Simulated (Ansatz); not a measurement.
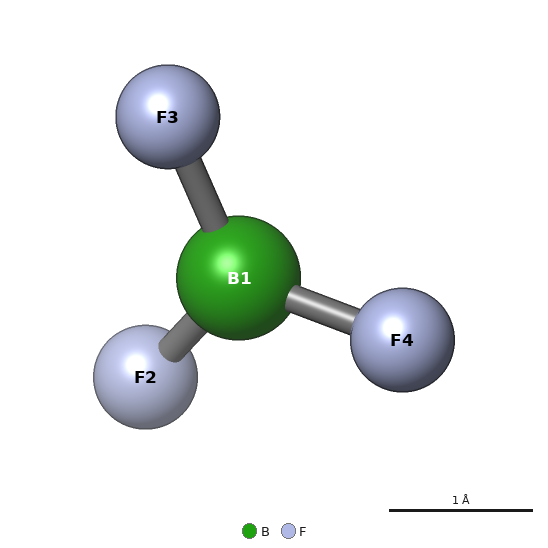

Simulated data, not a measurement (program: Ansatz).

Orthographic view. Distant atoms are faded towards the background colour. The species is neutral and a spin triplet. Geometry: a fixed input geometry, not necessarily a minimum.

Give the geometry as a Z-matrix, atoms in numerical order, with these reference atoms: 2 to 1; 3 to 1, 2; 4 to 1, 3, 2.

```
B  
F    1   1.310
F    1   1.310   2   120.0
F    1   1.310   3   120.0   2   180.0
```

The spin state was imposed, and no run here compares it with a lower spin, which may lie lower.
